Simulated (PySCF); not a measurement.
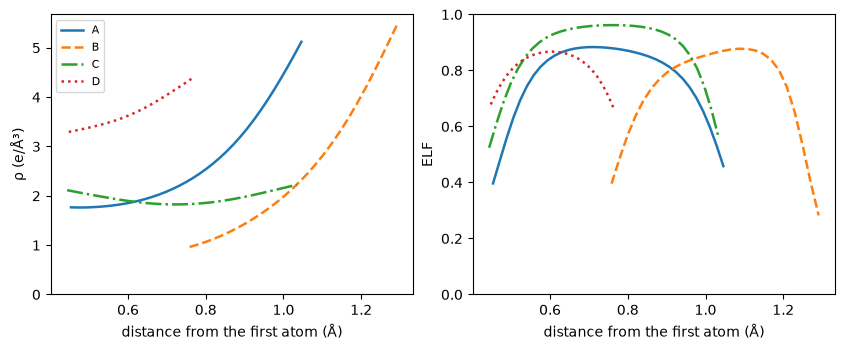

Figure 1: C3H7NOSi (SMILES CCO[SiH2]C#N). Total electron density and ELF along straight lines between neighbouring atoms. The curves leave out the atomic cores.

Geometry: GFN2-xTB, MD frame at 250 fs, 300 K.

Level of theory: PBE0/pcSseg-1, SCF density, gas phase, non-relativistic in PySCF 2.14.0.

The calculation's input:

```
{"job": {"kind": "nmr", "xc": "PBE0", "basis": "pcSseg-1", "pop": false}, "charge": 0, "multiplicity": 1}
C     -2.460600    -0.065800    -0.382200
C     -1.227800    -0.534600     0.283300
O     -0.332900     0.526500     0.418600
Si     1.248400     0.568200     0.849900
C      2.366500    -0.492800    -0.275400
N      3.184600    -0.982700    -0.926500
H     -2.062300     0.578300    -1.124500
H     -3.105500     0.435300     0.390100
H     -2.972300    -0.813900    -0.979200
H     -0.804600    -1.422200    -0.301500
H     -1.542500    -1.082700     1.230000
H      1.417500     0.362800     2.270500
H      1.535700     1.931800     0.301600
```

Command:

```sh
OMP_NUM_THREADS=1 python probes_run.py task.json out
```

> Which curve belongs to which contact (C–C, C–N, C–O and Si–O)? The first atom named is at distance zero.

Curve A: C–O (1.39 Å): the density is about 2.1 e/Å³ at the midpoint, with its minimum of 1.8 e/Å³ about 0.5 Å from C; the ELF peaks at about 0.90 between the atoms, as expected for a shared but strongly polarised pair. Curve B: Si–O (1.64 Å): the density is about 1.1 e/Å³ at the midpoint; the ELF peaks at about 0.90 between the atoms, as expected for a polar covalent bond. Curve C: C–C (1.48 Å): the density is about 1.8 e/Å³ at the midpoint; the ELF peaks at about 0.95 between the atoms (localised, covalent bonding). Curve D: C–N (1.15 Å): ρ at the midpoint is about 3.6 e/Å³; the ELF peaks at about 0.85 between the atoms (a short, multiple covalent bond).
